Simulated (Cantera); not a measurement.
Feed: 1 mol Si(CH3)4, 0.75 mol CH4, a varied amount of H2, held at 1048.15 K and 13300 Pa.

Cantera equilibrium calculation (NASA polynomials, part measured and part estimated; ideal gas, pure solids and liquids). Candidate condensed phases: C, C6H6, C7H8, C8H18, Si, SiC; 87 gas species. The numbers say what is thermodynamically allowed, not how fast it happens.

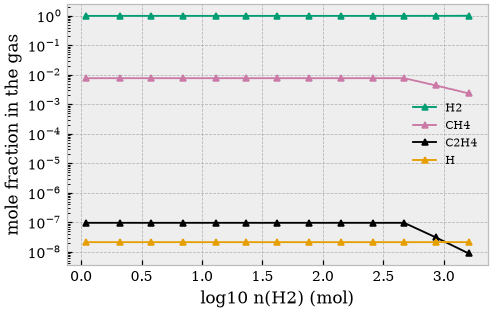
Figure. Equilibrium gas composition (values under 1e-9 drawn at 1e-9)

From 1.1 mol H2 to 470 mol H2 the condensed part is C(graphite) + SiC(s). From 860 mol H2 to 1600 mol H2 the condensed part is SiC(s).
